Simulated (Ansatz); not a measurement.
Exact exchange and the vertical energy of the triplet above the singlet of AlF3

AlF3: 4 atoms, total charge 0, spin state singlet. As SMILES, `F[Al](F)F`. Geometry: relaxed at PBE0-D4/def2-TZVP.

The vertical energy of the triplet above the singlet y, in eV, basis 6-311+G(d,p); a is the functional's share of exact exchange. Programs: Ansatz 0.2.0.

```
functional  program     a  y (eV)
      BLYP   Ansatz     0    7.24
       PBE   Ansatz     0    7.20
     B3LYP   Ansatz   0.2       ?
      PBE0   Ansatz  0.25    8.12
   r2SCAN0   Ansatz  0.25    8.44
     BHLYP   Ansatz   0.5    9.01
```

Task: Fit y = c + s·a to the known rows and predict B3LYP.

Result: 
1. Means of the 5 rows: a = 0.2000, y = 8.002.
2. Σ(Δa)² = 0.175, Σ(Δa·Δy) = 0.643, so the slope is 0.643/0.175 = 3.6743.
3. Intercept: 8.002 − (3.6743) × 0.2000 = 7.267. The largest residual of the fit is 0.25.
4. B3LYP: 7.267 + (3.6743) × 0.2 = 8.00 eV.

The run gave 7.99 eV, so the prediction is off by +0.01 eV, within the largest residual. The rows mix families of semi-local functionals, which the line can't see.

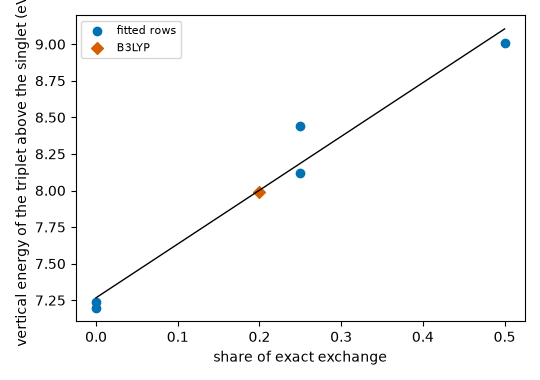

The fitted line, with the withheld row.
